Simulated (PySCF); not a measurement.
## A study: C₈H₇N, SMILES `c1ccc2[nH]ccc2c1`

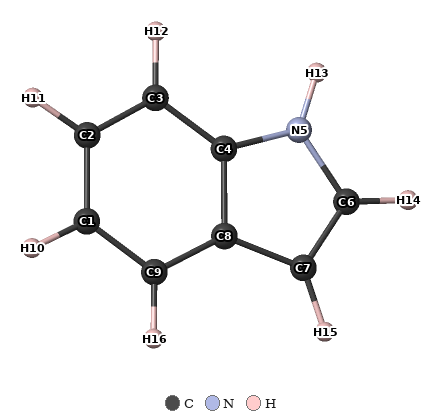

The molecule, with its atoms numbered as below. No frequency check shows the geometry to be a minimum.

Geometry (Å), atoms numbered from 1:

```
C1       2.1394    0.6805    0.0000
C2       2.1121   -0.7173    0.0000
C3       0.9212   -1.4108    0.0000
C4      -0.2535   -0.6696    0.0000
N5      -1.5583   -1.0710    0.0000
C6      -2.3641    0.0348    0.0000
C7      -1.6038    1.1626    0.0000
C8      -0.2423    0.7468    0.0000
C9       0.9790    1.4206    0.0000
H10      3.0957    1.1833    0.0000
H11      3.0452   -1.2614    0.0000
H12      0.9000   -2.4911    0.0000
H13     -1.8764   -2.0248    0.0000
H14     -3.4326   -0.0691    0.0000
H15     -1.9592    2.1737    0.0000
H16      1.0068    2.5003    0.0000
```

Part 1: Bonding charge

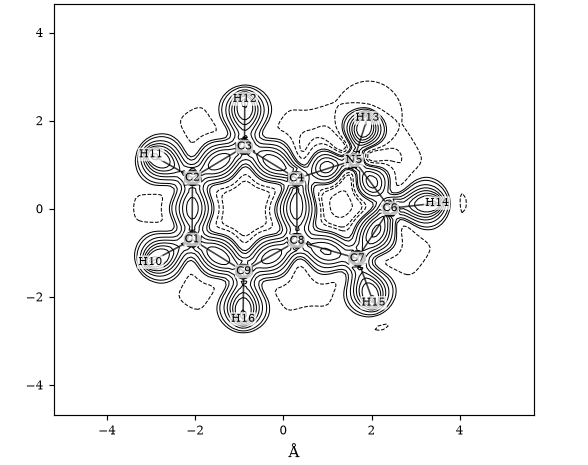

Deformation density (molecule less spherical, spin-averaged free atoms) in the molecular plane; contours at ±0.05 to ±0.8 e/Å³; solid lines: gain, dashed lines: loss.

PySCF calculation, PBE/def2-SVP, gas phase; geometry: GFN2-xTB.

Q: Describe the bonding that the map shows.

A: The five largest and four smallest: N5–H13: +0.78 e/Å³ at the bond critical point (bond length 1.01 Å, Mayer order 0.9). C6–H14: +0.70 e/Å³ at the bond critical point (bond length 1.07 Å, Mayer order 1.0). C9–H16: +0.67 e/Å³ at the bond critical point (bond length 1.08 Å, Mayer order 1.0). C2–H11: +0.67 e/Å³ at the bond critical point (bond length 1.08 Å, Mayer order 1.0). C7–H15: +0.67 e/Å³ at the bond critical point (bond length 1.07 Å, Mayer order 1.0). C1–C2: +0.57 e/Å³ at the bond critical point (bond length 1.40 Å, Mayer order 1.3). C7–C8: +0.52 e/Å³ at the bond critical point (bond length 1.42 Å, Mayer order 1.2). C4–N5: +0.31 e/Å³ at the bond critical point (bond length 1.36 Å, Mayer order 1.2). N5–C6: +0.30 e/Å³ at the bond critical point (bond length 1.37 Å, Mayer order 1.2). In all, 3.5 electrons gather in the regions of gain relative to the promolecule.

Part 2: Bond critical points

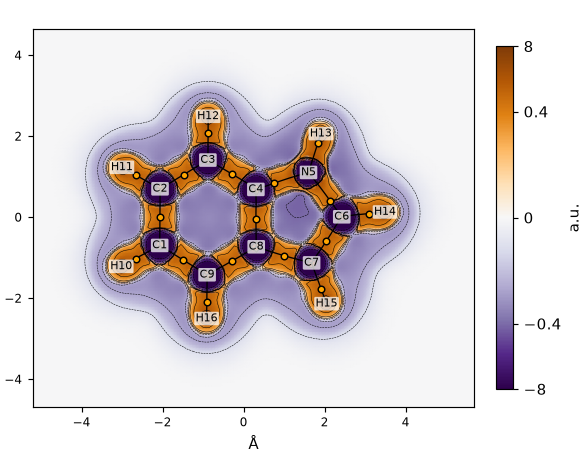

Negative Laplacian of the density (−∇²ρ) in the molecular plane (orange positive, purple negative, colour scale in a.u., logarithmic beyond ±0.04), with bond paths and bond critical points (dots).

Q: Sort the bonds in the plane by the sign of ∇²ρ at their critical points.

A: Concentrated (∇²ρ < 0): N5–H13 (−1.60 a.u.); C6–C7 (−0.80 a.u.); C1–C9 (−0.77 a.u.); C2–C3 (−0.76 a.u.); C4–N5 (−0.72 a.u.); N5–C6 (−0.70 a.u.); C3–C4 (−0.75 a.u.); C8–C9 (−0.73 a.u.); C1–C2 (−0.73 a.u.); C4–C8 (−0.71 a.u.); C7–C8 (−0.65 a.u.); C6–H14 (−1.10 a.u.); C7–H15 (−1.06 a.u.); C2–H11 (−1.04 a.u.); C9–H16 (−1.04 a.u.); C1–H10 (−1.03 a.u.); C3–H12 (−1.02 a.u.). At none is it depleted.

Q: Where along N5–H13 does the critical point lie?

A: 0.77 Å from N5 and 0.24 Å from H13.

Part 3: Electrostatic potential

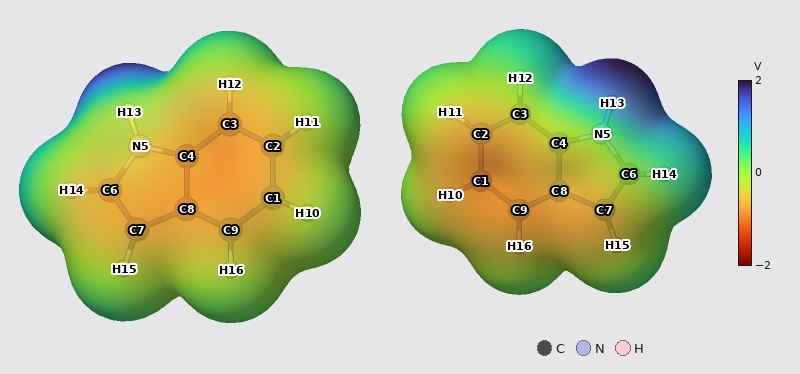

Electrostatic potential on the surface of electron density 0.001 a.u. (back view left, front view right).

Q: Where are the extremes of the potential on the surface?

A: Highest: 1.96 V, 1.2 Å from H13. Further maxima include 0.43 V, 1.3 Å from H15; 0.34 V, 1.4 Å from H11. Lowest: −0.92 V, off the molecular plane, over C1 (2.1 Å), and at like points elsewhere. The surface is sampled at points, so like sites can differ by a few per cent and only the strongest of them is named.

Q: What volume does the surface enclose, and what is the dipole moment?

A: About 153 Å³; the dipole moment is 2.3 D.

Part 4: The π system

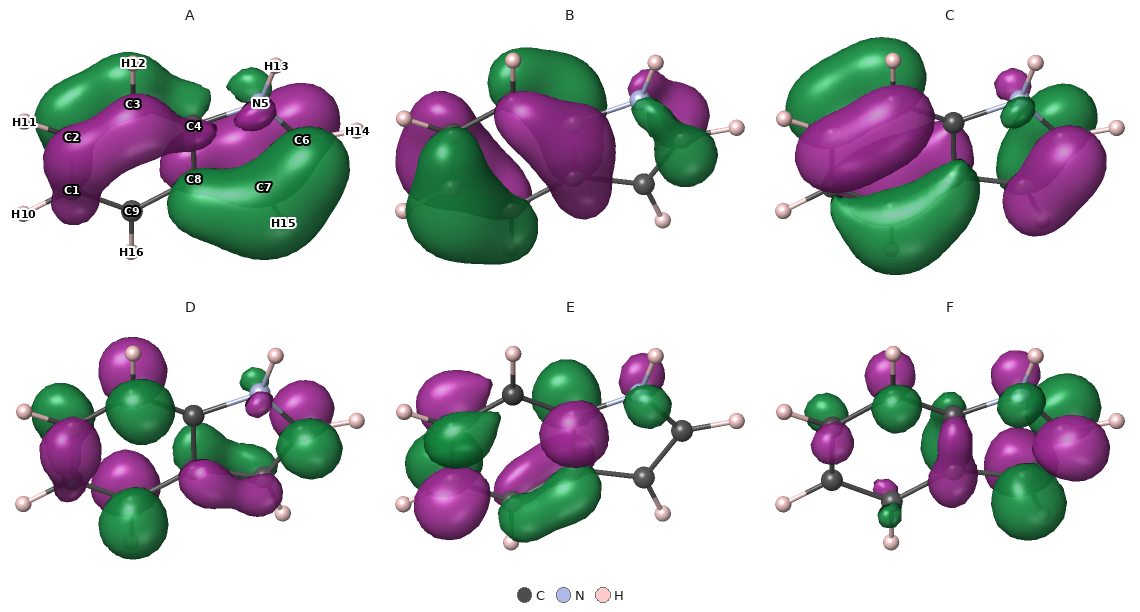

Natural orbitals of the π active space, CASSCF(10,9), singlet state, in order of falling occupation. Only those nearest the frontier are drawn.

Method: 6-31G* basis; geometry: GFN2-xTB; program: PySCF.

Q: What are the natural occupation numbers?

A: A 1.94, B 1.91, C 1.90, D 0.11, E 0.09, F 0.06.

Q: How multiconfigurational is the state?

A: The leading determinant weighs 0.86; the effective number of unpaired electrons, Σ n²(2−n)², is 0.17; the most occupied of the weakly occupied orbitals holds 0.11 e, as in an ordinary closed-shell π system. The active space lowers the energy by 2.65 eV against Hartree–Fock.

Q: Where does the lowest triplet lie relative to the singlet, at this geometry and within this active space?

A: 3.97 eV above it by strongly contracted NEVPT2 (+3.68 eV by CASSCF); a small basis tends to put such gaps a few tenths of an eV too high. This is a vertical energy for π states alone; a state that uses lone pairs or σ orbitals may lie lower.
